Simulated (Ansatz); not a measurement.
# Phonons of Sn2W in the AlB2 type, part 2 of 3

Question: is the lattice of Sn2W in the AlB2 type stable, and if so, what are its coupling constant and resistivity?

Ansatz 0.2.0; DFT LDA, scalar-relativistic, plane waves, PAW; PAW set soft_1.

So far. Step 2 (Relaxing cell and atoms): The largest force is now zero by symmetry and the largest stress component 0.018 GPa.

The structure was built from a prototype and need not be the compound's stable phase.

## 3. Relaxing cell and atoms

The relaxation is repeated from the new cell as a check.

The input, input.yaml:

```yaml
crystal:
  lattice:
    - [4.9644798241, 0.0, 0.0]
    - [-2.4822399121, 4.2993656443, 0.0]
    - [0.0, 0.0, 2.7975817333]
  atoms:
    - { symbol: W, position: [0.0, 0.0, 0.0] }
    - { symbol: Sn, position: [0.3333333333, 0.6666666667, 0.5] }
    - { symbol: Sn, position: [0.6666666667, 0.3333333333, 0.5] }
kpoints:
  mp_grid: { grid: [9, 9, 10] }
hamiltonian:
  xc: lda
  pseudopotentials: { kind: paw, azcp: { folder: soft_1 }, xc_functional: pbe }
scf:
  occupations: { method: gaussian, width: 0.1 }
output:
  forces: true
  stress: true
  eigenvalues: true
relax:
  adjacent_minimum: "off"
  f_tol: 0.005
  max_steps: 80
  cell: { stress_tol: 0.05 }
```

On the command line:

```console
$ ansatz run input.yaml --threads 4 --pin off --max-ram 12288MiB --backend cpu --events-out ev --progress --plain --runs-dir out
```

Numbers of over 12 decimals in the logs are rounded to 6 here.

What it wrote:

```text
[the first part of the log is left out]
  E_paw        = -16775.667292  (= ΣΔE_a)
  E_vpaw       = -818.504737  (= ΣTr[D̂ρ^β])
  E_aug_tail   = 0.000712  (compensation charges beyond the density's cutoff)
  E_ewald      = -4506.518489
  E_core_change = 1.133031  (= ΣΔE_core)
  E_smearing   = -0.009372  (= −TS)
  E_closure    = 0.000000  (closes the sum)
  Σ components = -21887.220238   (vs F -21887.220238, Δ=0.00e0)
[...]
--- Stress (GPa, compression-positive) ---
       -0.031599       0.000000       0.000000
        0.000000      -0.031599       0.000000
        0.000000       0.000000      -0.020313
  P = ⅓ Tr σ = -0.0278 GPa (-0.278 kbar)
--- Band table (eV; the first three rows and the last of 72) ---
[...]
--- Relaxed structure (3 steps of the walk, 2 accepted, 1 SCFs on fresh bases) ---
[...]
cell:  # Å, volume = 59.5816 Å³
    - [4.951183, 2.8790052961114963e-11, 0.0]
    - [-2.475591, 4.287850, 0.0]
    - [0.0, 0.0, 2.806489]
  atoms:
    - { symbol: W, position: [0, 0, 0.0] }
    - { symbol: Sn, position: [0.333333, 0.666667, 0.500000] }
    - { symbol: Sn, position: [0.666667, 0.333333, 0.500000] }
```

It took 4.2 s on 4 threads of AMD EPYC 9B14 (Zen 4), shared host; peak memory 0.48 GiB; 15 s of CPU time.

The steps of the relaxation:

| step | energy less that of the first step (eV) | largest force component (eV/Å) | pressure (GPa) | volume (Å³) |
| --- | --- | --- | --- | --- |
| 1 | 0.0000 | 0.0000 | -0.13 | 59.71 |
| 2 | 0.0013 | 0.0000 | 0.22 | 59.37 |
| 3 | -0.0013 | 0.0000 | -0.03 | 59.58 |
| 4 | -0.0013 | 0.0000 | -0.03 | 59.58 |

The log counts 1 steps on a newly chosen plane-wave basis, not all of them marked here; energy and pressure can jump at such steps. Relaxation step 2 was tried and not accepted.

| conventional cell, symmetrised | before | after | change |
| --- | --- | --- | --- |
| a (Å) | 4.964 | 4.951 | -0.3 % |
| b (Å) | 4.964 | 4.951 | -0.3 % |
| c (Å) | 2.798 | 2.806 | +0.3 % |
| volume (Å³/atom) | 19.90 | 19.86 | -0.2 % |

The relaxed structure:

```cif
data_structure
_symmetry_space_group_name_H-M 'P 1'
_symmetry_Int_Tables_number 1
_cell_length_a 4.9512
_cell_length_b 4.9512
_cell_length_c 2.8065
_cell_angle_alpha 90.000
_cell_angle_beta 90.000
_cell_angle_gamma 120.000
_cell_volume 59.58
loop_
_atom_site_label
_atom_site_type_symbol
_atom_site_fract_x
_atom_site_fract_y
_atom_site_fract_z
_atom_site_occupancy
W1 W 0.00000 0.00000 0.00000 1
Sn2 Sn 0.33333 0.66667 0.50000 1
Sn3 Sn 0.66667 0.33333 0.50000 1
```

This step gave:

* pressure: -0.02784 GPa
* volume per atom: 19.86 Å³/atom

The largest force is now zero by symmetry and the largest stress component 0.032 GPa.

## 4. Tight relaxation

No force is left; the cell is relaxed once more with another smearing and tight thresholds.

input.yaml, the sections that differ from step 3:

```yaml
crystal:
  lattice:
    - [4.9511825454, 0.0, 0.0]
    - [-2.4755912727, 4.287849863, 0.0]
    - [0.0, 0.0, 2.806489078]
  atoms:
    - { symbol: W, position: [0.0, 0.0, 0.0] }
    - { symbol: Sn, position: [0.3333333333, 0.6666666667, 0.5] }
    - { symbol: Sn, position: [0.6666666667, 0.3333333333, 0.5] }
kpoints:
  mp_grid: { grid: [6, 6, 10] }
scf:
  occupations: { method: methfessel_paxton, width: 0.2 }
relax:
  adjacent_minimum: "off"
  f_tol: 0.001
  max_steps: 60
  cell: { stress_tol: 0.01 }
# hamiltonian, output: as in step 3
```

What it wrote:

```text
[the first part of the log is left out]
  E_paw        = -16775.564395  (= ΣΔE_a)
  E_vpaw       = -818.352790  (= ΣTr[D̂ρ^β])
  E_aug_tail   = 0.000708  (compensation charges beyond the density's cutoff)
  E_ewald      = -4502.064385
  E_core_change = 1.133031  (= ΣΔE_core)
  E_smearing   = -0.000150  (= −TS)
  E_closure    = 0.000000  (closes the sum)
  Σ components = -21887.213181   (vs F -21887.213181, Δ=0.00e0)
[...]
--- Stress (GPa, compression-positive) ---
        0.002320      -0.000000       0.000000
       -0.000000       0.002320       0.000000
        0.000000       0.000000       0.004172
  P = ⅓ Tr σ = 0.0029 GPa (0.029 kbar)
--- Band table (eV; the first three rows and the last of 42) ---
[...]
--- Relaxed structure (4 steps of the walk, 3 accepted, 1 SCFs on fresh bases) ---
[...]
cell:  # Å, volume = 59.7427 Å³
    - [4.963739, 0.0, 0.0]
    - [-2.481869, 4.298724, 0.0]
    - [0.0, 0.0, 2.799862]
  atoms:
    - { symbol: W, position: [0, 0, 0.0] }
    - { symbol: Sn, position: [0.333333, 0.666667, 0.5] }
    - { symbol: Sn, position: [0.666667, 0.333333, 0.5] }
```

Wall time 3.2 s (4 threads); peak memory 0.45 GiB; 11 s of CPU time.

Relaxation path:

```csv
step,energy less that of the first step (eV),largest force component (eV/Å),pressure (GPa),volume (Å³)
1,0.0000,0.0000,0.20,59.58
2,0.0007,0.0000,-0.24,59.96
3,-0.0009,0.0000,-0.02,59.75
4,-0.0009,0.0000,0.00,59.74
5,-0.0009,0.0000,0.00,59.74
```

The log counts 1 steps on a newly chosen plane-wave basis, not all of them marked here; energy and pressure can jump at such steps. Relaxation step 2 was tried and not accepted.

```
conventional cell, symmetrised  before  after  change
                         a (Å)   4.951  4.964  +0.3 %
                         b (Å)   4.951  4.964  +0.3 %
                         c (Å)   2.806  2.800  -0.2 %
              volume (Å³/atom)   19.86  19.91  +0.3 %
```

The relaxed structure:

```xyz
3
Lattice="4.9637 0.0000 0.0000 -2.4819 4.2987 0.0000 0.0000 0.0000 2.7999" Properties=species:S:1:pos:R:3 pbc="T T T"
W     0.0000    0.0000    0.0000
Sn    0.0000    2.8658    1.3999
Sn    2.4819    1.4329    1.3999
```

Numbers from this step:

```
pressure        : 0.002937 GPa
volume per atom : 19.91 Å³/atom
```

The largest force is now zero by symmetry and the largest stress component 0.0042 GPa, small enough for phonons.

## 5. Phonons by linear response: q 2×2×2, k 4×4×6

Before any scattering is computed, the phonons show whether the structure is a minimum.

The input, input.yaml:

```yaml
crystal:
  lattice:
    - [4.9637388275, 0.0, 0.0]
    - [-2.4818694137, 4.2987239223, 0.0]
    - [0.0, 0.0, 2.7998620807]
  atoms:
    - { symbol: W, position: [0.0, 0.0, 0.0] }
    - { symbol: Sn, position: [0.3333333333, 0.6666666667, 0.5] }
    - { symbol: Sn, position: [0.6666666667, 0.3333333333, 0.5] }
kpoints:
  mp_grid: { grid: [4, 4, 6] }
hamiltonian:
  xc: lda
  pseudopotentials: { kind: paw, azcp: { folder: soft_1 }, xc_functional: pbe }
scf:
  occupations: { method: methfessel_paxton, width: 0.2 }
output:
  eigenvalues: true
phonons:
  method: dfpt
  qmesh: [2, 2, 2]
  temperatures: { t_max: 1000, t_step: 50 }
  qpath:
    path:
      - [[0.0, 0.0, 0.0], [0.5, 0.0, 0.0], [0.33333333, 0.33333333, 0.0], [0.0, 0.0, 0.0], [0.0, 0.0, 0.5], [0.5, 0.0, 0.5], [0.33333333, 0.33333333, 0.5], [0.0, 0.0, 0.5]]
      - [[0.5, 0.0, 0.5], [0.5, 0.0, 0.0]]
      - [[0.33333333, 0.33333333, 0.5], [0.33333333, 0.33333333, 0.0]]
    npoints: 10
```

What it wrote:

```text
Warning: phonons: the dynamical matrix that this run interpolates holds no multipole term above the dipole-dipole one, and a site of this crystal is no centre of inversion, so its interpolated transverse optical and acoustic branches and sound speeds can stay off near Gamma, and the density of states and the thermodynamics with them. What a run solves at a wave vector of phonons.qpoints, Gamma apart, where the deck admits one, is free of this, and under fd what a larger phonons.supercell samples
[...]
Crystal: 3 atoms, lattice volume = 59.743 Å³
Basis set: ecut = 420 eV, 1191 PW (Γ), exchange–correlation on 72×72×40 points (8 copies of the dense FFT grid, shifted against one another)
Bands: 26, of which v1, the nominal top of the filled ones, is band 21 counted from 1 (20 counted from 0)
Symmetry: 24 space group operations
k-points: 16 of 96
[...]
SCF iter   1: F=—  HF=-21887.624548 eV  |F-HF|=—  |Δ(HF+E_count)|=         —  Δρ=4.53e-2  dr2=2.20e0  ethr=3.10e-3  ⟨swp⟩=5.2  Hψ=1797  notcnv=0
[...]
SCF iter   9: F=-21887.165663 eV  HF=-21887.165663 eV  |F-HF|=7.28e-12  |Δ(HF+E_count)|=  2.18e-11  S|Δr|=    0.00e0  Δρ=6.05e-8  dr2=2.28e-12  ethr=1.00e-12  ⟨swp⟩=7.4  Hψ=1831  notcnv=0
SCF 1 converged in 9 iterations: F = -21887.165663 eV  dr2 = 2.28e-12
[...]
SCF iter   1: F=—  HF=-21887.165660 eV  |F-HF|=—  |Δ(HF+E_count)|=         —  Δρ=1.42e-7  dr2=4.84e-12  ethr=3.20e-8  ⟨swp⟩=3.6  Hψ=3013  notcnv=0
eigensolver tolerance schedule: the retry pair's looser diagonalisation over-reported the residual by 2781306.96 of it (diagonalisation noise at an unbounded share of the residual, at the tolerance the schedule requests for it); recorded, not acted on — ethr = c·dr2/N_el stays at c = 1.0e-1
[...]
SCF iter   2: F=—  HF=-21887.165663 eV  |F-HF|=—  |Δ(HF+E_count)|=   2.85e-6  S|Δr|=    0.00e0  Δρ=8.51e-8  dr2=3.58e-12  ethr=1.00e-12  ⟨swp⟩=7.1  Hψ=1926  notcnv=0
SCF iter   3: F=-21887.165663 eV  HF=-21887.165663 eV  |F-HF|=0.00e0  |Δ(HF+E_count)|=  3.64e-12  S|Δr|=    0.00e0  Δρ=5.38e-8  dr2=1.38e-12  ethr=1.00e-12  ⟨swp⟩=1.0  Hψ=904  notcnv=0
SCF 2 converged in 3 iterations: F = -21887.165663 eV  dr2 = 1.38e-12
phonons: the bands overlap, so this run is a metal and interpolates without the dipole-dipole term. If the crystal is really an insulator or semiconductor, its LO-TO splitting is missing
NSCF: frozen V_eff on 16 k-points
[...]
DFPT response loops at q = (0, 0, 0) (fractional): preconditioner auto → Kerker (q_TF=auto, 2.573 Å⁻¹) (partly filled bands, converged f_vac=0.000); β = 1.00, the filter's whole step (`scf.mixing.beta` (0.50) is not read by the response loops under this deck's `scf.mixing.preconditioner`; to damp them name `kerker` or `kerker_dos`, under which they read `scf.mixing.beta`, and type it under 1.00, their step now; both keys bind the ground state too); Broyden in place of MSR1
[...]
SCF converged after 9 iterations
Stability not checked: this state was not tested for a lower state beside it, because cold or Methfessel-Paxton smearing, or corrected tetrahedra, fill the levels in a way that the test cannot read (fill_not_monotonic; see scf.lower_state_search)
Free energy (F): -21887.165663 eV
[...]
Internal energy: -21887.159857 eV  (E = F + TS)
E sigma→0 (E₀):  -21887.164212 eV
Entropy (-TS):   -0.005806 eV (-1.935 meV/atom)
Fermi energy:    16.602080 eV
[...]
--- Band table (eV; the first three rows and the last of 16) ---
  k-point 0: bands = [... 17 lower, 11.2629, 12.4376, 15.3273, 15.3273, 18.2165, 18.2165, 18.2681, 19.0412, ... 1 higher]
  k-point 1: bands = [... 17 lower, 11.8386, 13.5986, 14.7685, 14.7685, 17.6676, 18.6082, 18.6082, 18.9052, ... 1 higher]
  k-point 2: bands = [... 17 lower, 13.4485, 13.4485, 13.7094, 13.7094, 17.7367, 17.9417, 17.9417, 19.5679, ... 1 higher]
  k-point 15: bands = [... 17 lower, 12.3731, 13.1551, 15.0642, 15.5445, 16.4522, 16.6833, 17.4224, 20.0984, ... 1 higher]
--- Phonons (Γ-DFPT): 4 representative perturbations + reference (Σ response iterations 11) ---
  ASR residual: 1.284e-4 → 0.000e0 eV/Å²; symmetrization residual: 1.693e-5 eV/Å²
  ASR residual per site (eV/Å²): 1.28e-4 1.42e-5 1.42e-5
  Γ frequencies (cm⁻¹): -93.67 -69.23 0.00 0.00 0.00 65.61 65.61 177.33 177.33
--- Phonons (arbitrary-q DFPT): 4 irreducible q on the 2×2×2 mesh ---
  q = [0.0000, 0.0000, 0.0000] (star 1, of the zone-centre solve; hermiticity 4.66e-6, symmetrization 2.34e-10): -93.67 -69.23 -0.00 0.00 0.00 65.61 65.61 177.33 177.33
  q = [0.0000, 0.0000, -0.5000] (star 1, 4 solved perturbations in 88 linear systems a pass and spin channel, the states on 28 of 96 k-point pairs; hermiticity 2.25e-9, symmetrization 1.21e-9): -77.83 -62.92 -62.92 -23.45 -23.45 148.14 148.14 196.90 231.44
  q = [0.0000, -0.5000, 0.0000] (star 3, 6 solved perturbations on 28 of 96 k-point pairs; hermiticity 2.17e-6, symmetrization 2.42e-10): -74.43 -61.39 -57.05 -33.39 11.80 77.35 95.19 167.95 184.10
[...]
sum rule: each row above includes the acoustic sum rule's correction from the zone centre's row sums; it moved no ω² by more than (0.44 cm⁻¹)²
  mesh force constants: q→R imaginary residual 1.31e-17; ASR residual 1.284e-4 → 0.000e0 eV/Å²; symmetrization residual 8.882e-15 eV/Å²
  interpolated dispersion: 93 rows × 9 modes
  density of states and harmonic sums: on the 14×14×22 q-mesh, interpolated from the force constants of a 2×2×2 supercell (no non-analytic term)
  largest difference from the sums on the solved wave vectors: F 1.74e-1 eV, S 2.48e-4 and C_V 7.56e-5 eV/K
  zero-point energy: 0.042563 eV/cell   skipped modes (ω ≤ 0): 991, of them read as no rigid motion or as one in doubt: 988 (3.380e0 modes/cell left out, lowest -93.67 cm⁻¹)   left out of the sums: 3.76e-1 of the cell's modes: C_V's classical limit lies that fraction below 3 k_B per atom; for a crystal, a wire or a layer, F and S can be off by more, and a phonons.interpolated_qmesh denser along its periods is the remedy for the sampling
```

It took 18 s on 4 threads; peak memory 0.56 GiB.

In the SCF lines HF is the Harris–Foulkes energy and dr2 the Hartree energy of the density residual, in eV; the loop may stop once dr2 is under the threshold and the program's other checks hold. Hψ counts applications of the Hamiltonian.

This step gave:

* share of imaginary modes in the plain interpolation between solved wavevectors: 0.3776
* highest frequency, solved or plainly interpolated: 231.4 cm⁻¹

Solved on the 2×2×2 mesh alone; all other wavevectors are interpolated. Phonon branches along the path, in cm⁻¹:

```csv
point,branch 1,branch 2,branch 3,branch 4,branch 5,branch 6,branch 7,branch 8,branch 9
Γ,-94,-69,0,0,0,66,66,177,177
M,-74,-61,-57,-33,12,77,95,168,184
K,-67,-63,-63,-52,56,56,133,133,194
Γ,-94,-69,0,0,0,66,66,177,177
A,-78,-63,-63,-23,-23,148,148,197,231
L,-75,-74,-69,-2,61,133,159,209,215
H,-77,-72,-51,-51,101,101,165,211,211
A,-78,-63,-63,-23,-23,148,148,197,231
jump to L,-75,-74,-69,-2,61,133,159,209,215
M,-74,-61,-57,-33,12,77,95,168,184
jump to H,-77,-72,-51,-51,101,101,165,211,211
K,-67,-63,-63,-52,56,56,133,133,194
```

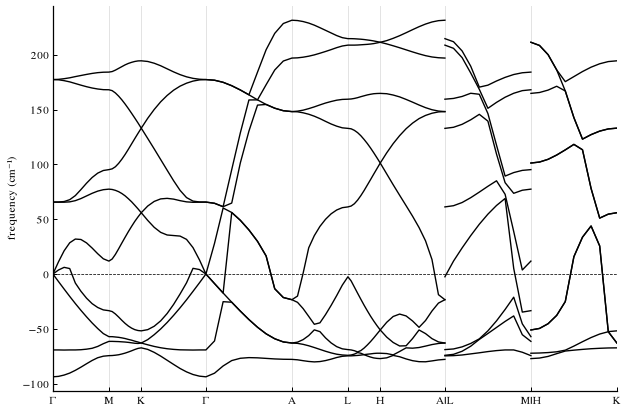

Phonon branches along the path.

Among the solved wavevectors the lowest mode, translations apart, is -93.7 cm⁻¹, imaginary.

## 6. Lattice stability: q 3×3×2, k 6×6×8

An imaginary mode on so few k-points may come from the sampling, so the phonons are repeated with another q and k mesh.

input.yaml, as its differences from that of step 5:

```diff
@@ -10,3 +10,3 @@
 kpoints:
-  mp_grid: { grid: [4, 4, 6] }
+  mp_grid: { grid: [6, 6, 8] }
 hamiltonian:
@@ -20,3 +20,3 @@
   method: dfpt
-  qmesh: [2, 2, 2]
+  qmesh: [3, 3, 2]
   temperatures: { t_max: 1000, t_step: 50 }
```

What it wrote:

```text
[...]
Crystal: 3 atoms, lattice volume = 59.743 Å³
Basis set: ecut = 420 eV, 1191 PW (Γ), exchange–correlation on 72×72×40 points (8 copies of the dense FFT grid, shifted against one another)
Bands: 26, of which v1, the nominal top of the filled ones, is band 21 counted from 1 (20 counted from 0)
Symmetry: 24 space group operations
k-points: 35 of 288
[...]
SCF iter   1: F=—  HF=-21887.717920 eV  |F-HF|=—  |Δ(HF+E_count)|=         —  Δρ=4.73e-2  dr2=2.43e0  ethr=3.10e-3  ⟨swp⟩=5.4  Hψ=3881  notcnv=0
[...]
SCF iter  10: F=-21887.214276 eV  HF=-21887.214276 eV  |F-HF|=0.00e0  |Δ(HF+E_count)|=  4.37e-11  S|Δr|=    0.00e0  Δρ=7.67e-8  dr2=3.96e-12  ethr=1.00e-12  ⟨swp⟩=7.9  Hψ=4341  notcnv=0
SCF 1 converged in 10 iterations: F = -21887.214276 eV  dr2 = 3.96e-12
[...]
SCF iter   3: F=-21887.214276 eV  HF=-21887.214276 eV  |F-HF|=7.28e-12  |Δ(HF+E_count)|=  1.46e-11  S|Δr|=    0.00e0  Δρ=6.65e-8  dr2=3.22e-12  ethr=1.00e-12  ⟨swp⟩=1.0  Hψ=1960  notcnv=0
SCF 2 converged in 3 iterations: F = -21887.214276 eV  dr2 = 3.22e-12
[...]
SCF converged after 10 iterations
[...]
Free energy (F): -21887.214276 eV
[...]
Internal energy: -21887.205939 eV  (E = F + TS)
E sigma→0 (E₀):  -21887.212192 eV
Entropy (-TS):   -0.008337 eV (-2.779 meV/atom)
Fermi energy:    16.404119 eV
[...]
--- Band table (eV; the first three rows and the last of 35) ---
  k-point 0: bands = [... 17 lower, 11.2527, 12.5018, 15.3242, 15.3242, 18.2074, 18.2074, 18.2524, 19.0039, ... 1 higher]
  k-point 1: bands = [... 17 lower, 11.5788, 13.1778, 14.9999, 14.9999, 18.0324, 18.4102, 18.4102, 18.9406, ... 1 higher]
  k-point 2: bands = [... 17 lower, 12.5185, 14.2243, 14.2243, 14.3724, 16.6179, 18.5591, 18.5591, 19.1932, ... 1 higher]
  k-point 34: bands = [... 17 lower, 11.8758, 13.4830, 15.0090, 15.6192, 15.6192, 16.8616, 16.8616, 21.6939, ... 1 higher]
[...]
ASR residual: 4.818e-5 → 0.000e0 eV/Å²; symmetrization residual: 1.096e-5 eV/Å²
  ASR residual per site (eV/Å²): 4.82e-5 1.74e-5 1.74e-5
  Γ frequencies (cm⁻¹): -94.39 -67.46 0.00 0.00 0.00 61.29 61.29 174.73 174.73
--- Phonons (arbitrary-q DFPT): 6 irreducible q on the 3×3×2 mesh ---
[...]
interpolated dispersion: 93 rows × 9 modes
[...]
```

The job ended after 66 s (4 threads; peak memory 0.81 GiB).

This step gave:

- share of imaginary modes in the plain interpolation between solved wavevectors: 0.2642
- highest frequency, solved or plainly interpolated: 224.7 cm⁻¹

Solved on the 3×3×2 mesh alone; all other wavevectors are interpolated. Phonon branches along the path, in cm⁻¹:

| point | branch 1 | branch 2 | branch 3 | branch 4 | branch 5 | branch 6 | branch 7 | branch 8 | branch 9 |
| --- | --- | --- | --- | --- | --- | --- | --- | --- | --- |
| Γ | -94 | -68 | 0 | 0 | 0 | 61 | 61 | 175 | 175 |
| M | -86 | -66 | -53 | -17 | 18 | 52 | 91 | 164 | 183 |
| K | -83 | -63 | -63 | -55 | 29 | 29 | 131 | 131 | 193 |
| Γ | -94 | -68 | 0 | 0 | 0 | 61 | 61 | 175 | 175 |
| A | -94 | -27 | -27 | 66 | 66 | 152 | 152 | 196 | 225 |
| L | -67 | 23 | 52 | 68 | 90 | 133 | 164 | 209 | 216 |
| H | -74 | -46 | 76 | 76 | 106 | 106 | 164 | 212 | 212 |
| A | -94 | -27 | -27 | 66 | 66 | 152 | 152 | 196 | 225 |
| jump to L | -67 | 23 | 52 | 68 | 90 | 133 | 164 | 209 | 216 |
| M | -86 | -66 | -53 | -17 | 18 | 52 | 91 | 164 | 183 |
| jump to H | -74 | -46 | 76 | 76 | 106 | 106 | 164 | 212 | 212 |
| K | -83 | -63 | -63 | -55 | 29 | 29 | 131 | 131 | 193 |

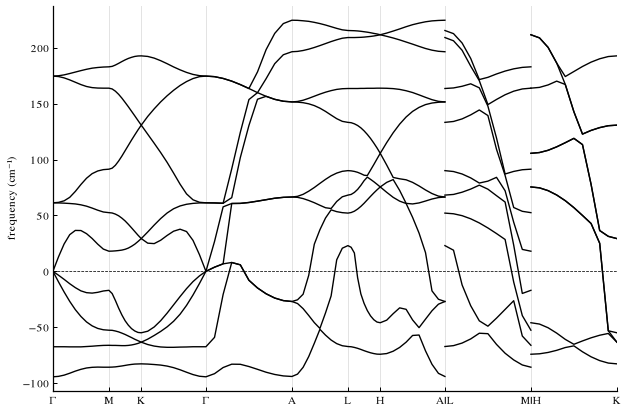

Phonon branches along the path.

The modes has structure finer than the step of the table below, so its rows give means over 25 cm⁻¹, whole bins alone (the curve runs from -104 to 241 cm⁻¹). Peaks (cm⁻¹: height): Sn -58.8: 0.0362, 82.3: 0.0278, 164.8: 0.0661, 201.7: 0.0227; W -80.5: 0.0281, 60.6: 0.0634.

Phonopy on the run's constants, 13x13x21 mesh, Gaussian sigma 2.5 cm⁻¹. Modes against wavenumber; means over each step; values in 1/cm⁻¹/cell:

```csv
wavenumber (cm⁻¹),Sn,W
-75,0.0104,0.0205
-50,0.0267,0.0118
-25,0.0161,0.00554
0,0.00205,0.00116
25,0.00453,0.0117
50,0.0104,0.0383
75,0.0235,0.0280
100,0.0166,0.00120
125,0.0158,1.0e-4
150,0.0405,1.4e-4
175,0.0473,1.3e-4
200,0.0202,5.7e-6
225,0.00546,0
```

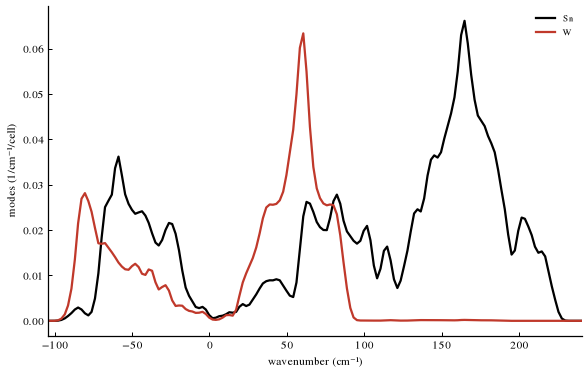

Modes against wavenumber.

(Continued in part 3 of 3.)

[Logs are printed without paths, hosts, clocks, repeated set-up lines and the standing remarks that a program may print on its own settings, such as how far it seeks lower states.]

[Hosts, paths, dates, database ids (printed as entryN), source tags and the programs' standing remarks are cut or masked in the printed files.]
